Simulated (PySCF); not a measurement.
# AgFH₃Si, charge +1, SMILES `[Ag+].[SiH3]F`: electronic structure

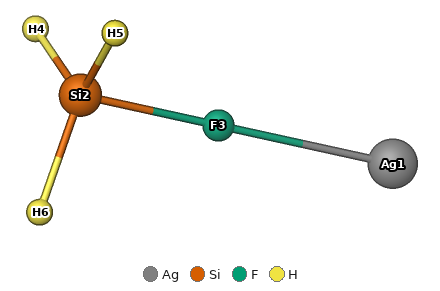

The molecule, with its atoms numbered as below. The pair's geometry is semi-empirical, so its contact may be too short or too long.

Coordinates in Å:

```
Ag1     -1.2167    0.0000    0.0000
Si2      2.7865   -0.0000    0.0000
F3       1.0173    0.0000    0.0000
H4       3.0053   -1.2093   -0.7729
H5       3.0054   -0.0647    1.4334
H6       3.0052    1.2740   -0.6608
```

### 1. Bonding charge

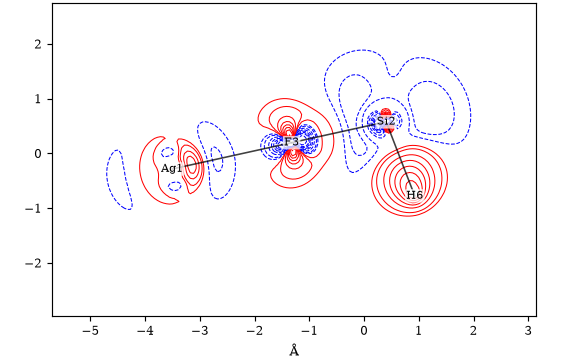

Deformation density (molecule less spherical, spin-averaged free atoms) in the plane of Ag1, Si2, F3 and H6; contours at ±0.05 to ±0.8 e/Å³; solid red lines: gain, dashed blue lines: loss.

Method: PBE/def2-SVP; geometry: GFN2-xTB; program: PySCF. Core potentials replace the inner electrons of Ag; spin–orbit coupling isn't included.

How much density has each bond in this plane gained at its critical point, relative to the free atoms?

Answer. Si2–H6: +0.22 e/Å³ at the bond critical point (bond length 1.45 Å, Mayer order 0.9). Ag1–F3: −0.04 e/Å³ at the bond critical point (bond length 2.23 Å, Mayer order 0.3). Si2–F3: −0.09 e/Å³ at the bond critical point (bond length 1.77 Å, Mayer order 0.7). In all, 1.1 electrons gather in the regions of gain relative to the promolecule of neutral atoms (the regions of loss give up this much and the cation's charge besides). A small or negative value marks a very polar bond, one between electron-rich atoms, whose free-atom densities already overlap strongly, a long bond to a heavier atom, or a closed-shell contact such as a hydrogen bond.

Where do the Hirshfeld charges lie?

Answer. The highest Hirshfeld charge is on Ag1 (+0.76 e), the lowest on F3 (−0.16 e).

### 2. Electrostatic potential

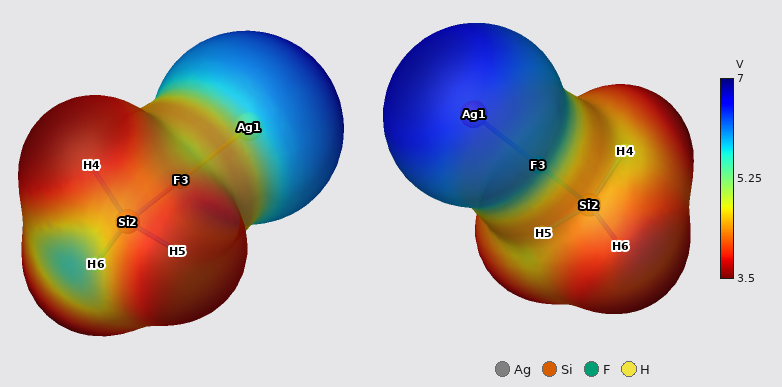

Electrostatic potential on the surface of electron density 0.001 a.u. (back view left, front view right).

Where are the extremes of the potential on the surface?

Answer. Highest: 6.84 V, 1.9 Å from Ag1. Further maxima include 5.67 V, 1.9 Å from Si2; 4.82 V, off the Si2–F3 bond (2.0 to 2.1 Å from its atoms). Lowest: 3.51 V, 1.4 Å from H5, and at like points elsewhere. The surface is sampled at points, so like sites can differ by a few per cent and only the strongest of them is named.

### 3. Binding density

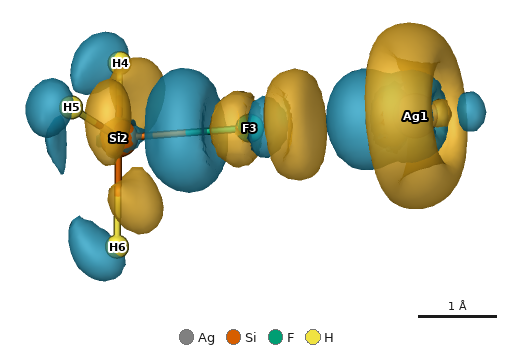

Density of the complex less the densities of the two fragments at the same geometry, ±0.015 e/Å³ (yellow: gain, teal: loss). Fragment A: Ag(+1) (atom 1); fragment B: SiH3F.

Level of theory: PBE/def2-SVP (PySCF), at a geometry from GFN2-xTB. Core potentials replace the inner electrons of Ag; spin–orbit coupling isn't included.

How is the density rearranged on binding?

Answer. Hirshfeld charges show 0.113 e passing from B to A. By Hirshfeld charges, electrons gather most on Ag1 (−0.113 e) and leave Si2 most (+0.062 e); 0.29 e is displaced in all.

What is the interaction energy, and which contacts carry it?

Answer. The counterpoise-corrected interaction energy of the frozen fragments is −32.9 kcal/mol without dispersion correction and −33.8 kcal/mol with D3(BJ). D3 uses neutral-atom coefficients and tends to overbind metal cations. The pair geometry is semi-empirical, not a minimum at this level. Contacts: Ag1···F3, 2.23 Å, ρ = 0.050 a.u. The pose is a local one from a semi-empirical search, not shown to be the most stable.
